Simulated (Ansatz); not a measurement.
## Relaxing Zr2CO2 MXene, 4 layers (80 atoms)

How does Zr2CO2 MXene, 4 layers (80 atoms) relax, and what do bonds, charges and levels look like afterwards?

Program: Ansatz 0.2.0. Level of theory: Kohn-Sham DFT, PBE+D3(BJ), PAW (set soft_2), plane waves. Results are calculated unless marked as measured.

## 1. Set-up

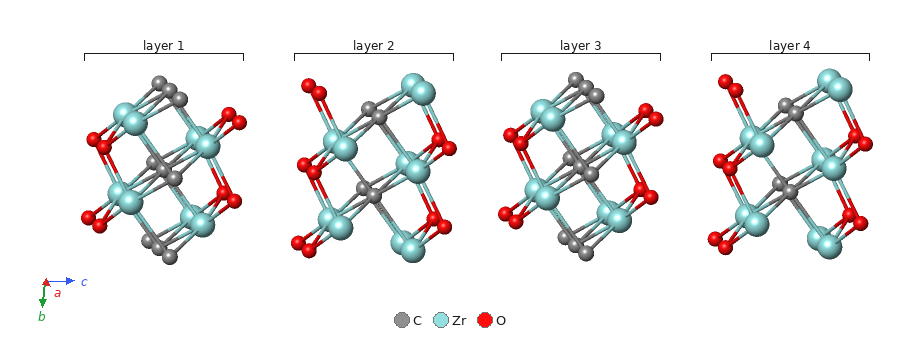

The cell as given, from the side, with the c axis across the page (carbon grey, zirconium light teal, oxygen red). Some periodic images of atoms are drawn too.

The cell holds 80 atoms: 16 C, 32 Zr and 32 O. Its edges and angles: a = 6.752 Å, b = 6.752 Å, c = 40.780 Å, α = 90.0°, β = 90.0°, γ = 120.0°. It derives from Zr2CO2 (Zr2CO2 MXene). 4 layers of Zr2CO2 MXene (a = 3.31 Å), 2 x 2 cells, biaxial strain +2 %, every second layer slid by 0.167 of a1 + 2 a2; facing planes 2.84, 2.72, 2.82 Å apart; 14 Å of vacuum. Regions: layer 1, 20 atoms (4 C, 8 Zr and 8 O); layer 2, 20 atoms (4 C, 8 Zr and 8 O); layer 3, 20 atoms (4 C, 8 Zr and 8 O); layer 4, 20 atoms (4 C, 8 Zr and 8 O). Vacuum lies along c.

What the set-up can't give: The cell is under 6 Å thick along two periodic directions, so every atom has periodic images of itself close by, which move with it and show among its neighbours and in g(r).

## 2. Single point at the start

A single point comes first, to see the forces before anything moves.

Contents of input.yaml:

```yaml
crystal:
  lattice:
    - [6.7524, 0.0, 0.0]
    - [-3.3762, 5.84775, 0.0]
    - [0.0, 0.0, 40.78]
  atoms:
    - { symbol: C, position: [0.00404, 0.00017, 0.22835] }
    - { symbol: Zr, position: [0.16704, 0.33497, 0.26193] }
    - { symbol: Zr, position: [0.33202, 0.1635, 0.19448] }
    - { symbol: O, position: [0.33551, 0.16654, 0.28419] }
    [... 70 atom lines left out ...]
    - { symbol: O, position: [0.74876, 0.49824, 0.71491] }
    - { symbol: C, position: [0.58578, 0.66634, 0.77168] }
    - { symbol: Zr, position: [0.75114, 0.00102, 0.80599] }
    - { symbol: Zr, position: [0.91966, 0.83593, 0.73823] }
    - { symbol: O, position: [0.9198, 0.83611, 0.82837] }
    - { symbol: O, position: [0.74997, 0.99975, 0.71548] }
kpoints:
  mp_grid: { grid: [2, 2, 1] }
hamiltonian:
  xc: pbe
  dispersion: d3bj
scf:
  occupations: { method: gaussian, width: 0.05 }
output:
  forces: true
  populations: true
  dos:
    method: { smearing: { sigma: 0.1 } }
    de: 0.1
    projected:
      site_lists:
        C: [C]
        O: [O]
        Zr: [Zr]
        layer_1: [0, 1, 2, 3, 4, 5, 6, 7, 8, 9, 10, 11, 12, 13, 14, 15, 16, 17, 18, 19]
        layer_2: [20, 21, 22, 23, 24, 25, 26, 27, 28, 29, 30, 31, 32, 33, 34, 35, 36, 37, 38, 39]
        layer_3: [40, 41, 42, 43, 44, 45, 46, 47, 48, 49, 50, 51, 52, 53, 54, 55, 56, 57, 58, 59]
        layer_4: [60, 61, 62, 63, 64, 65, 66, 67, 68, 69, 70, 71, 72, 73, 74, 75, 76, 77, 78, 79]
  eigenvalues: true
```

The run is started by

```bash
$ ansatz run input.yaml --threads 8 --pin off --max-ram 15872MiB --backend cpu --events-out ev --progress --plain --runs-dir out
```

It took 64 s on 8 threads of Arm Neoverse V2, shared host; peak memory 11 GiB.

Numbers from this run:

| Property | Result |
| --- | --- |
| free energy | -156170.5564 eV |
| free energy per atom | -1952.1320 eV/atom |
| SCF cycles | 12 |
| r.m.s. force component | 0.4064 eV/Å |
| longest force | 1.262 eV/Å |
| Fermi energy | 6.45 eV |
| gap (highest filled to lowest empty level) | 0.8024 eV |
| spilling of the projection | 0.004098 |

The r.m.s. force component of 0.41 eV/Å sets the starting point.

Length of the force by element:

| element | coordination | atoms | mean length of the force (eV/Å) | spread | least | most |
| --- | --- | --- | --- | --- | --- | --- |
| C | all | 16 | 0.212 | 0.109 | 0.0571 | 0.481 |
| O | all | 32 | 0.673 | 0.128 | 0.388 | 0.899 |
| Zr | all | 32 | 0.831 | 0.226 | 0.477 | 1.26 |

## 3. Relaxation

With the cell held, the atoms are moved downhill towards a nearby minimum.

input.yaml, the sections that differ from step 2:

```yaml
output:
  forces: true
relax:
  f_tol: 0.03
  max_steps: 94
# crystal, kpoints, hamiltonian, scf: as in step 2
```

Run time: 8.7 min. Hardware: 8 threads; peak memory 11 GiB; 68 min of CPU time.

Step by step:

| step | energy less that of the first step (eV) | largest force component (eV/Å) |
| --- | --- | --- |
| 1 | 0.0000 | 1.2508 |
| 2 | -0.5537 | 1.2329 |
| 3 | -1.3832 | 0.2071 |
| 4 | -1.8767 | 0.1485 |
| 5 | -2.2994 | 0.1138 |
| 6 | -2.7230 | 0.1231 |
| 7 | -3.1849 | 0.1550 |
| 8 | -3.6947 | 0.1968 |
| 9 | -4.2391 | 0.2112 |
| 10 | -4.7546 | 0.1835 |
| 11 | -5.1551 | 0.1167 |
| 12 | -5.5674 | 0.2108 |
| 13 | -6.0296 | 0.3471 |
| 14 | -5.5514 | 1.2811 |
| 15 | -6.2407 | 0.1619 |
| 16 | -6.3239 | 0.0788 |
| 17 | -6.3230 | 0.1020 |
| 18 | -6.3278 | 0.0062 |

Relaxation steps 14, 17 were tried and not accepted.

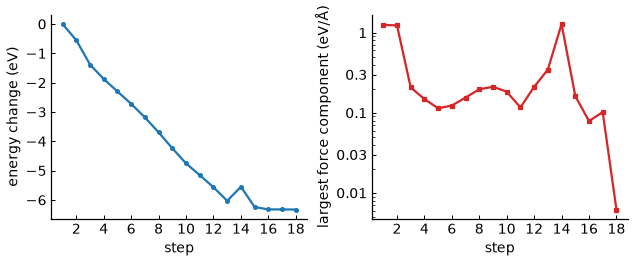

Energy and largest force along the relaxation.

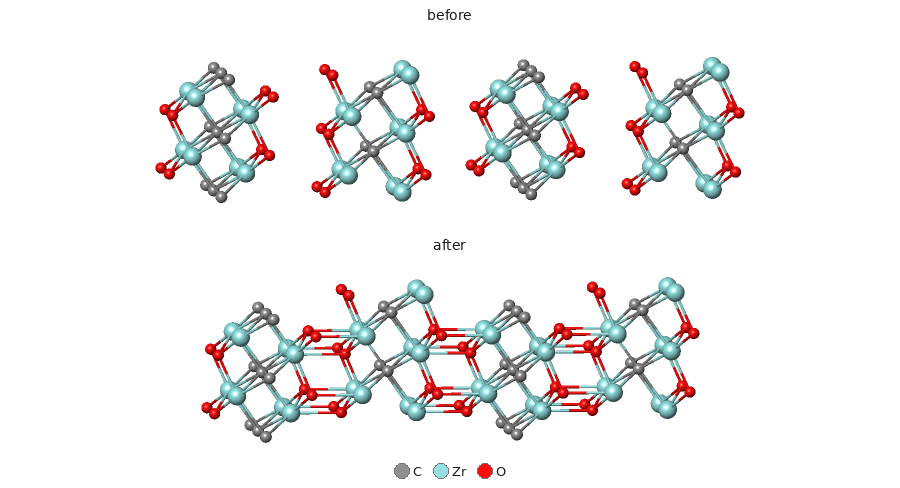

Before and after, at one scale.

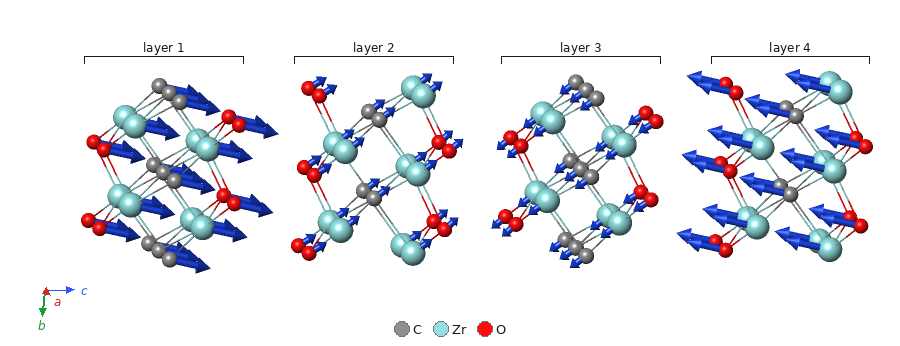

Displacements in the relaxation, scaled; the longest in the cell stands for 2.24 Å. Some periodic images of atoms are drawn too.

The atoms that moved most (Å):

| atom | dx | dy | dz | length |
| --- | --- | --- | --- | --- |
| O10 | 0.027 | 0.482 | 2.183 | 2.235 |
| O15 | 0.009 | 0.481 | 2.176 | 2.228 |
| O5 | -0.004 | 0.473 | 2.176 | 2.227 |
| O79 | -0.010 | -0.500 | -2.167 | 2.224 |
| O64 | -0.005 | -0.475 | -2.170 | 2.222 |
| Zr68 | 0.003 | -0.489 | -2.159 | 2.214 |
| O74 | 0.007 | -0.480 | -2.154 | 2.206 |
| O20 | 0.008 | 0.483 | 2.152 | 2.206 |

The relaxation changed the energy by -79.1 meV/atom, and atoms moved by 1.6 Å r.m.s., 2.2 Å at most.

## 4. Distances and neighbours after relaxation

Bonds before and after, by the cutoffs listed below:

| pair | bonds before | bonds after | mean before (Å) | mean after (Å) | spread before (Å) | spread after (Å) |
| --- | --- | --- | --- | --- | --- | --- |
| O-Zr | 96 | 120 | 2.160 | 2.176 | 0.015 | 0.111 |
| Zr-C | 96 | 96 | 2.382 | 2.387 | 0.015 | 0.000 |

Normalised to the volume that the atoms fill. g(r), total and by pair (bins of 0.2 Å):

| r (Å) | total | O-O | O-Zr | O-C | Zr-Zr | Zr-C | C-C |
| --- | --- | --- | --- | --- | --- | --- | --- |
| 2.10 | 2.55 | 0.00 | 7.95 | 0.00 | 0.00 | 0.00 | 0.00 |
| 2.30 | 2.56 | 0.00 | 1.59 | 0.00 | 0.00 | 12.75 | 0.00 |
| 2.50 | 0.68 | 4.24 | 0.00 | 0.00 | 0.00 | 0.00 | 0.00 |
| 2.70 | 0.00 | 0.00 | 0.00 | 0.00 | 0.00 | 0.00 | 0.00 |
| 2.90 | 1.33 | 0.00 | 0.00 | 8.35 | 0.00 | 0.00 | 0.00 |
| 3.10 | 0.00 | 0.00 | 0.00 | 0.00 | 0.00 | 0.00 | 0.00 |
| 3.30 | 3.04 | 6.30 | 0.00 | 0.00 | 9.50 | 0.00 | 12.65 |
| 3.50 | 0.23 | 0.00 | 0.70 | 0.00 | 0.00 | 0.00 | 0.00 |
| 3.70 | 0.38 | 0.00 | 0.23 | 0.00 | 1.90 | 0.00 | 0.00 |
| 3.90 | 0.73 | 0.00 | 2.28 | 0.00 | 0.00 | 0.00 | 0.00 |
| 4.10 | 1.70 | 0.00 | 3.17 | 0.00 | 0.00 | 4.23 | 0.00 |
| 4.30 | 0.72 | 1.51 | 0.00 | 3.02 | 0.00 | 0.00 | 0.00 |
| 4.50 | 0.57 | 0.00 | 0.00 | 3.57 | 0.00 | 0.00 | 0.00 |
| 4.70 | 0.25 | 0.00 | 0.00 | 0.00 | 1.58 | 0.00 | 0.00 |
| 4.90 | 1.54 | 1.53 | 2.96 | 0.00 | 0.00 | 2.18 | 0.00 |
| 5.10 | 0.17 | 0.00 | 0.00 | 0.00 | 1.05 | 0.00 | 0.00 |
| 5.30 | 1.96 | 1.87 | 2.63 | 0.00 | 0.00 | 5.10 | 0.00 |
| 5.50 | 0.58 | 0.00 | 0.89 | 1.83 | 0.00 | 0.00 | 0.00 |
| 5.70 | 0.73 | 0.00 | 0.00 | 4.55 | 0.00 | 0.00 | 0.00 |
| 5.90 | 1.53 | 3.50 | 0.00 | 0.00 | 4.75 | 0.00 | 5.25 |
| 6.10 | 0.50 | 0.17 | 0.00 | 0.00 | 1.47 | 1.49 | 0.00 |
| 6.30 | 0.85 | 0.00 | 1.35 | 2.66 | 0.00 | 0.00 | 0.00 |
| 6.50 | 0.21 | 0.00 | 0.65 | 0.00 | 0.00 | 0.00 | 0.00 |
| 6.70 | 0.76 | 2.35 | 0.00 | 0.00 | 1.57 | 0.00 | 3.13 |
| 6.90 | 1.89 | 3.04 | 1.52 | 0.00 | 2.29 | 2.25 | 4.57 |
| 7.10 | 1.42 | 0.00 | 3.03 | 0.00 | 0.00 | 2.79 | 0.00 |
| 7.30 | 0.92 | 1.03 | 1.02 | 2.65 | 0.00 | 0.00 | 0.00 |
| 7.50 | 0.20 | 0.00 | 0.00 | 0.00 | 1.27 | 0.00 | 0.00 |

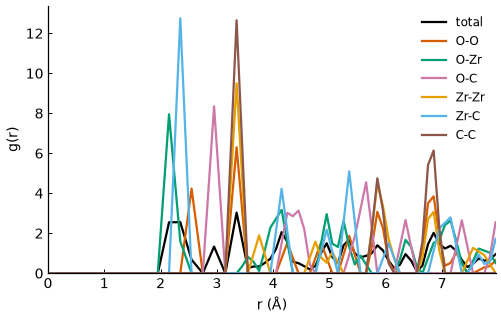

Pair distribution functions, lightly smoothed.

Bonds by pair of elements; cutoffs follow the first minimum of g(r), held within bounds set by covalent radii, and pairs that aren't listed don't count as bonded:

| pair A-B | cutoff (Å) | bonds | mean length (Å) | spread (Å) | shortest (Å) | B about A | A about B |
| --- | --- | --- | --- | --- | --- | --- | --- |
| O-Zr | 2.82 | 120 | 2.18 | 0.111 | 2.12 | 3.75 | 3.75 |
| Zr-C | 2.81 | 96 | 2.39 | 0 | 2.39 | 3 | 6 |

How many atoms have how many bonded neighbours:

| element | mean | 3 | 4 | 6 | 7 |
| --- | --- | --- | --- | --- | --- |
| C | 6 | 0 | 0 | 16 | 0 |
| O | 3.75 | 8 | 24 | 0 | 0 |
| Zr | 6.75 | 0 | 0 | 8 | 24 |

Bond angles, per cent of each kind in bins of 5°:

| angle (°) | C-Zr-O | Zr-C-Zr | O-Zr-O | Zr-O-Zr | C-Zr-C |
| --- | --- | --- | --- | --- | --- |
| 65–70 | 0.0 | 0.0 | 42.9 | 0.0 | 0.0 |
| 70–75 | 0.0 | 0.0 | 0.0 | 0.0 | 0.0 |
| 75–80 | 0.0 | 0.0 | 0.0 | 0.0 | 0.0 |
| 80–85 | 53.3 | 0.0 | 0.0 | 0.0 | 0.0 |
| 85–90 | 0.0 | 35.0 | 0.0 | 0.0 | 45.8 |
| 90–95 | 0.0 | 45.0 | 0.0 | 0.0 | 54.2 |
| 95–100 | 0.0 | 0.0 | 0.0 | 0.0 | 0.0 |
| 100–105 | 0.0 | 0.0 | 14.3 | 14.3 | 0.0 |
| 105–110 | 0.0 | 0.0 | 42.9 | 42.9 | 0.0 |
| 110–115 | 0.0 | 0.0 | 0.0 | 42.9 | 0.0 |
| 115–120 | 0.0 | 0.0 | 0.0 | 0.0 | 0.0 |
| 120–125 | 0.0 | 0.0 | 0.0 | 0.0 | 0.0 |
| 125–130 | 20.0 | 0.0 | 0.0 | 0.0 | 0.0 |
| 130–135 | 0.0 | 0.0 | 0.0 | 0.0 | 0.0 |
| 135–140 | 0.0 | 0.0 | 0.0 | 0.0 | 0.0 |
| 140–145 | 0.0 | 0.0 | 0.0 | 0.0 | 0.0 |
| 145–150 | 0.0 | 0.0 | 0.0 | 0.0 | 0.0 |
| 150–155 | 0.0 | 0.0 | 0.0 | 0.0 | 0.0 |
| 155–160 | 0.0 | 0.0 | 0.0 | 0.0 | 0.0 |
| 160–165 | 0.0 | 0.0 | 0.0 | 0.0 | 0.0 |
| 165–170 | 26.7 | 0.0 | 0.0 | 0.0 | 0.0 |
| 170–175 | 0.0 | 0.0 | 0.0 | 0.0 | 0.0 |
| 175–180 | 0.0 | 20.0 | 0.0 | 0.0 | 0.0 |

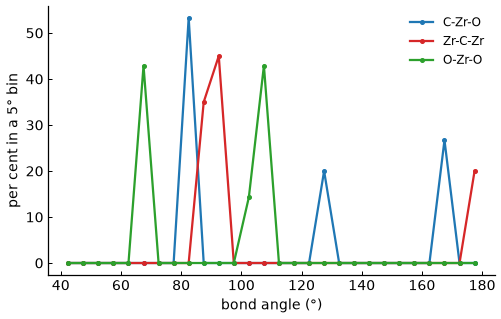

Distributions of the most common bond angles.

Bond angles (no mean is given where the spread exceeds 20°):

| angle | count | mean (°) | spread (°) |
| --- | --- | --- | --- |
| C-Zr-O | 360 | - | - |
| Zr-C-Zr | 240 | - | - |
| O-Zr-O | 168 | 89 | 19 |
| Zr-O-Zr | 168 | 109 | 3.7 |
| C-Zr-C | 96 | 90 | 0 |

Bond length by coordination (bonds to H left out):

| element | coordination | atoms | mean bond length (Å) |
| --- | --- | --- | --- |
| O | 3 | 8 | 2.14 |
| O | 4 | 24 | 2.19 |
| Zr | 6 | 8 | 2.26 |
| Zr | 7 | 24 | 2.27 |

By these cutoffs all C atoms have 6, 75 % of O atoms have 4 and 75 % of Zr atoms have 7 bonded neighbours. Bonds at O atoms with 3 neighbours average 2.14 Å, against 2.19 Å at those with 4.

## 5. Single point at the relaxed geometry

One more single point at the end of the walk gives the fuller output and checks the residual forces.

Contents of input.yaml:

```yaml
crystal:
  lattice:
    - [6.7524, 0.0, 0.0]
    - [-3.3762, 5.84775, 0.0]
    - [0.0, 0.0, 40.78]
  atoms:
    - { symbol: C, position: [0.04194, 0.08348, 0.28026] }
    - { symbol: Zr, position: [0.2086, 0.41684, 0.31405] }
    - { symbol: Zr, position: [0.37523, 0.25013, 0.24643] }
    - { symbol: O, position: [0.37528, 0.25016, 0.33423] }
    [... 70 atom lines left out ...]
    - { symbol: O, position: [0.70882, 0.41719, 0.66588] }
    - { symbol: C, position: [0.54219, 0.58391, 0.71985] }
    - { symbol: Zr, position: [0.70884, 0.91727, 0.75367] }
    - { symbol: Zr, position: [0.87548, 0.75055, 0.68605] }
    - { symbol: O, position: [0.87551, 0.75055, 0.77522] }
    - { symbol: O, position: [0.70883, 0.91722, 0.66588] }
kpoints:
  mp_grid: { grid: [2, 2, 1] }
hamiltonian:
  xc: pbe
  dispersion: d3bj
scf:
  occupations: { method: gaussian, width: 0.05 }
output:
  forces: true
  populations: intrinsic
  dos:
    method: { smearing: { sigma: 0.1 } }
    de: 0.1
    projected:
      site_lists:
        C: [C]
        O: [O]
        Zr: [Zr]
        layer_1: [0, 1, 2, 3, 4, 5, 6, 7, 8, 9, 10, 11, 12, 13, 14, 15, 16, 17, 18, 19]
        layer_2: [20, 21, 22, 23, 24, 25, 26, 27, 28, 29, 30, 31, 32, 33, 34, 35, 36, 37, 38, 39]
        layer_3: [40, 41, 42, 43, 44, 45, 46, 47, 48, 49, 50, 51, 52, 53, 54, 55, 56, 57, 58, 59]
        layer_4: [60, 61, 62, 63, 64, 65, 66, 67, 68, 69, 70, 71, 72, 73, 74, 75, 76, 77, 78, 79]
  eigenvalues: true
  write_density: true
  write_potential: true
  volumetric_format: npy
  elf: true
```

Wall time 64 s (8 threads); peak memory 11 GiB; 8.2 min of CPU time.

The program notes that the exchange-correlation potential is rough where the density is thin.

Numbers from this run:

```
free energy                                      : -156176.8842 eV
free energy per atom                             : -1952.2111 eV/atom
SCF cycles                                       : 11
r.m.s. force component                           : 0.00195 eV/Å
longest force                                    : 0.00744 eV/Å
Fermi energy                                     : 6.544 eV
gap (highest filled to lowest empty level) : 0.7468 eV
potential in mid-vacuum, over the Fermi level    : 4.807 eV
potential 4.5 Å over the upper face              : 4.809 eV
potential 4.5 Å under the lower face             : 4.806 eV
```

(Part 1 of 2 ends here.)

[Logs are printed without paths, hosts, clocks, repeated set-up lines and the standing remarks that a program may print on its own settings, such as how far it seeks lower states.]

[Hosts, paths, dates, database ids (printed as entryN), source tags and the programs' standing remarks are cut or masked in the printed files.]
